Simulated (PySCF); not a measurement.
SMILES CC[SiH2]C(=O)O (C3H8O2Si) at its GFN2-xTB optimised geometry (Å):

```
14

C      2.5606    -0.7412     0.0000
C      1.0350    -0.7412     0.0000
Si     0.3022     1.0147     0.0000
C     -1.6056     0.8455     0.0939
O     -2.4132     1.2949    -0.6789
O     -1.9788     0.1501     1.1780
H      2.9439    -0.2274     0.8778
H      2.9481    -1.7585     0.0038
H      2.9450    -0.2340    -0.8814
H      0.6815    -1.2959    -0.8728
H      0.6790    -1.2866     0.8770
H      0.7100     1.7502     1.2023
H      0.6273     1.7585    -1.2176
H     -2.9481     0.0772     1.2313
```

Computed with CAM-B3LYP/def2-TZVP (PySCF). Cells within 0.4 Å of a nucleus heavier than hydrogen are left out (blank, or x).

Map of the electron localisation function on the plane z = 0.0 Å:

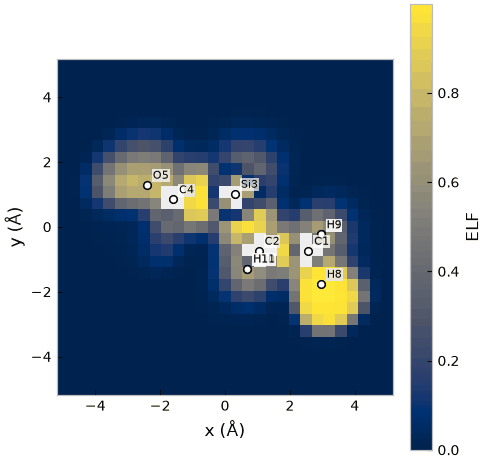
*Electron localisation function on the plane z = 0.0 Å.*
